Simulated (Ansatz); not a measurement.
**LaCoSi3 (I4mm): the equilibrium volume, part 1 of 2**

Aim: the volume at which the pressure of LaCoSi3 (I4mm) vanishes.

Method: DFT r²SCAN, scalar-relativistic, plane waves, PAW, in Ansatz 0.2.0.

## Step 1: The starting structure

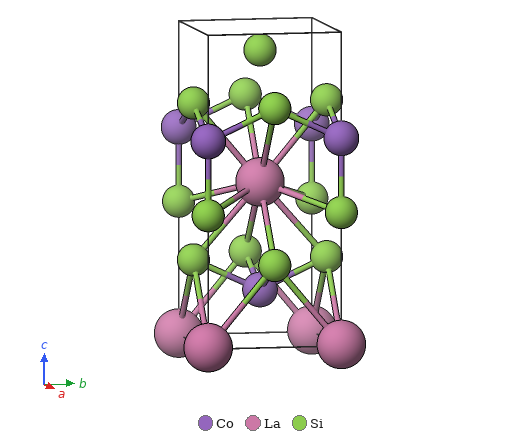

Start, viewed slightly off an axis; cobalt purple, lanthanum pink, silicon green. Atoms on the faces are drawn again on the opposite ones. The cell drawn here is the conventional one.

Structure file:

```
Co La Si
1.0
    -2.08915    2.08915    4.83638
     2.08915   -2.08915    4.83638
     2.08915    2.08915   -4.83638
Co La Si
1 1 3
Direct
  0.66193 0.66193 0.00000
  0.00496 0.00496 0.00000
  0.42530 0.42530 0.00000
  0.26141 0.76141 0.50000
  0.76141 0.26141 0.50000
```

The moments start at Co 1.50 μB.

## Step 2: The first run (r²SCAN, 6×6×6 mesh)

The input, input.yaml:

```yaml
crystal:
  lattice:
    - [-2.08915491, 2.08915491, 4.83638271]
    - [2.08915491, -2.08915491, 4.83638271]
    - [2.08915491, 2.08915491, -4.83638271]
  atoms:
    - { symbol: Co, position: [0.66192872, 0.66192872, 0.0], spin: 1.5 }
    - { symbol: La, position: [0.0049585, 0.0049585, 0.0] }
    - { symbol: Si, position: [0.42529671, 0.42529671, 0.0] }
    - { symbol: Si, position: [0.26140753, 0.76140753, 0.5] }
    - { symbol: Si, position: [0.76140753, 0.26140753, 0.5] }
basis:
  ecutwfc: 500
kpoints:
  mp_grid: { grid: [6, 6, 6] }
hamiltonian:
  xc: r2scan
scf:
  occupations: { method: gaussian, width: 0.1 }
  lower_state_search: "off"
output:
  forces: true
  stress: true
  eigenvalues: true
  populations: true
magnetization:
  spin_polarized: true
```

Started as:

```bash
$ ansatz run input.yaml --threads 8 --pin off --max-ram 14336MiB --backend cpu --events-out ev --progress --plain --runs-dir out
```

The log of the run, shortened:

```text
Warning: RAYON_NUM_THREADS=8 ignored (pool sized by the plan → 8); use --threads N
La: projections on atomic orbitals take those of the free atom [Kr 4d10] 4f0 5s2 5p6 5d1 6s2, of charge +0.00 (hamiltonian.pseudopotentials.projection_atoms); the dataset's partial waves leave at most 1.9e-5 of an orbital's norm unspanned inside its sphere
[...]
Pseudopotentials: kind: paw
Pseudopotential: Co, paw, valence charge 17, recommended cutoff 500 eV (meta_gga), Co.paw.azcp
Pseudopotential: La, paw, valence charge 11, recommended cutoff 500 eV (meta_gga), La.paw.azcp
Pseudopotential: Si, paw, valence charge 4, recommended cutoff 500 eV (meta_gga), Si.paw.azcp
Functional definition: r2SCAN
[...]
Crystal: 5 atoms, lattice volume = 84.435 Å³
Basis set: ecut = 500 eV, 2145 PW (Γ), exchange–correlation on 180×180×180 points (64 copies of the dense FFT grid, shifted against one another)
Bands: 26, of which v1, the nominal top of the filled ones, is band 20 counted from 1 (19 counted from 0)
Symmetry: 8 space group operations
Space group: I4mm (ITA 107), of the structure as read, at distance tolerance 4.4e-5 Å
Magnetic group: BNS 107.227 (UNI 887), of the structure as read, at distance tolerance 4.4e-5 Å
k-points: 30 of 216 (time reversal used)
[...]
Starting moments: Σ|m| = 1.5 μB on 1 of 5 sites
[...]
SCF iter   1: F=-13313.269464 eV  HF=-13316.657910 eV  |F-HF|=3.39e0  |Δ(HF+E_count)|=         —  Δρ=7.00e-2 (↑7.00e-2 ↓2.85e-2)  dr2=4.86e0  dr2_τ=6.82e-2  dr2_m=4.94e-1  M=0.543 μB ∫|m|=1.172 μB  β_m=0.30  ethr=3.10e-3  ⟨swp⟩=5.2  Hψ=7293  notcnv=0
[...]
WARN: the starting moments were not kept: the SCF closed with an absolute magnetisation of 4.7e-5 μB, where they sum to 1.5 μB in size (1 site). That is at most 0.1 of that sum. Measured as dr2_m measures the in/out step, that magnetisation stands 2.8e-9 eV from none, at or under the [...]
this state was not tested for a lower state beside it, because the mixer in use, unlike msr1, does not test its closes by its own steps (another_mixer; see scf.mixing.algorithm and scf.lower_state_search)
SCF converged after 28 iterations
Magnetization: -0.0000 μB (20.0000 up, 20.0000 down)
Absolute magnetization: 0.0000 μB (∫|ρ↑−ρ↓|, with the PAW one-centre terms)
Spin contamination: 0.0000 ħ² per cell (⟨S²⟩ above its minimum at these occupations)
Per-site moments (μB) at R_I (Å): [(-3.165464523884745e-5, 0.9441654434821514), (8.811027733628429e-7, 1.2595026369471771), (-5.694360520255203e-7, 0.9441654434821514), (1.1739165575872106e-6, 0.9487916800014126), (1.1739165579412973e-6, 0.9487916800014126)]
Free energy (F): -13316.543418 eV
[...]
E sigma→0 (E₀):  -13316.538548 eV
Entropy (-TS):   -0.009739 eV (-1.948 meV/atom)
Fermi energy:    12.581959 eV
[...]
--- Forces (eV/Å), atoms counted from 1 ---
  atom   1  Co    -0.00000000     0.00000000     0.07152417
  atom   2  La     0.00000000    -0.00000000     0.00745544
  atom   3  Si    -0.00000000     0.00000000     0.03008999
  atom   4  Si    -0.00000000    -0.00000000    -0.05453476
  atom   5  Si     0.00000000    -0.00000000    -0.05453476
[...]
--- Stress (GPa, compression-positive) ---
       -1.220250       0.000000       0.000000
        0.000000      -1.220250      -0.000000
        0.000000      -0.000000      -1.168296
  P = ⅓ Tr σ = -1.2029 GPa (-12.029 kbar)
--- Band table (eV; the first three rows and the last of 60) ---
[... band rows left out ...]
[...]
--- Löwdin populations: 5 sites ---
  site symbol       q [e]    m [muB]
     0     Co     16.6050    -0.0000
     1     La     10.9504     0.0000
     2     Si      4.0455    -0.0000
     3     Si      4.0108     0.0000
     4     Si      4.0108     0.0000
  spilling = 0.009438 (of n_electrons = 40.000000)
```

It took 19 s on 8 threads of Arm Neoverse V1, shared host; peak memory 0.88 GiB.

This gives: volume 16.887 Å³/atom, pressure -1.20 GPa, a metal on this mesh, no moment left.

(Continued in part 2 of 2.)
